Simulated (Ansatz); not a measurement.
## Electronic structure of BH₃···HF in real space

Input

```
crystal:
  periodic: [false, false, false]
  atoms:
    - { symbol: B, position_ang: [-0.005489, 0.256257, -0.014363] }
    - { symbol: H, position_ang: [-0.004774, 0.399879, 1.178622] }
    - { symbol: H, position_ang: [1.041529, 0.253005, -0.607584] }
    - { symbol: H, position_ang: [-1.053275, 0.20637, -0.603279] }
    - { symbol: F, position_ang: [0.074953, -2.088962, 0.878368] }
    - { symbol: H, position_ang: [0.052955, -1.42915, 1.528635] }
basis:
  gaussian: { orbitals: def2-SVP }
hamiltonian:
  xc: r2scan
relax:
  f_tol: 0.03
  max_steps: 50
output:
  orbitals: {}
```

Command:

```sh
ansatz run input.yaml --threads 1 --pin off --max-ram 2048MiB --backend cpu --events-out ev --progress --plain --runs-dir out
```

The fields are those of the run's last geometry, not of the input's.

All numbers below come from RKS r2SCAN/def2-SVP (Ansatz 0.2.0).

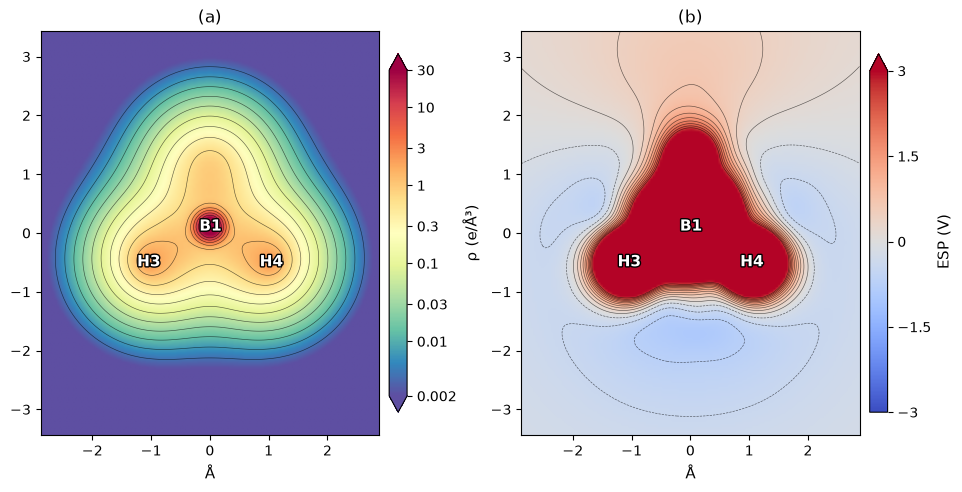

Figure 1. (a) electron density; (b) electrostatic potential on the plane of atoms H3, B1 and H4.

What do the fields say about this system?

- Atoms in the plane: B and H.
- B–H (1.21 Å): the density is about 1.2 e/Å³ at the midpoint.
- Outside the dense part of the complex the potential is most negative (−0.9 V) near H3 and H4.

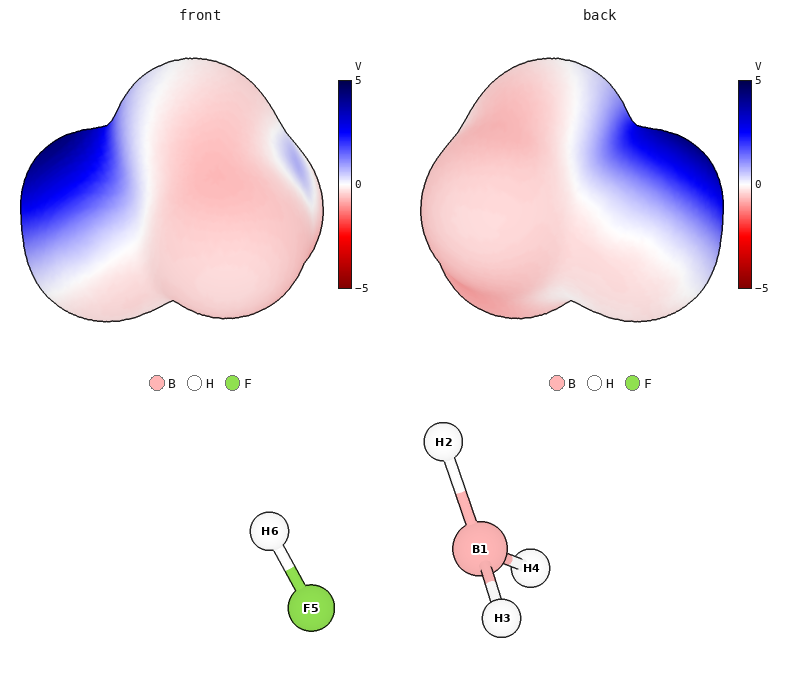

Figure 2. The molecular electrostatic potential painted on the density surface at 0.002 e/bohr³, seen from the front and from behind; red is negative and blue positive. The bare structure is drawn below in the same view.

Describe the electrostatic potential map.

The most negative region (about −0.9 V) lies over H3, the most positive (about +4.3 V) over H6.

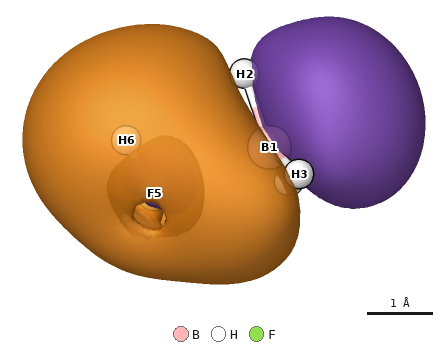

Figure 3. The LUMO at ±0.06 Å⁻³ᐟ² (orange and purple are the two phases), seen across its widest extent.

Describe this orbital and give its energy.

Its weight (Hirshfeld) is mainly on B1 (about 50 %), H6 (about 15 %), F5 (about 15 %) and H2 (about 5 %). Its energy is −0.71 eV.
